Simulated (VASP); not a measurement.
Band structure of Mg (hcp). Calculation: PBE GGA with D4 dispersion, VASP's PBE PAW potentials (set 64) (plane waves; VASP 6.6.1).

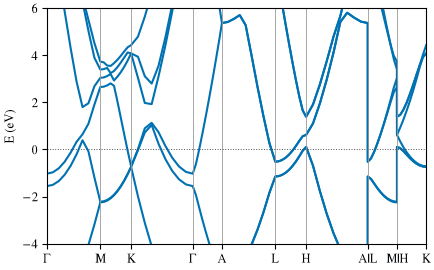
Fig. 1. Bands along high-symmetry lines, zero at the valence-band maximum or, without a gap, the Fermi level

Problem. Read the plot: is there a gap, and where are the band edges?

Solution. It has no gap at this level: it comes out as a metal or semimetal. (Edges off the drawn lines would not show.)

The compound is Mg in the hcp structure. It was relaxed first.
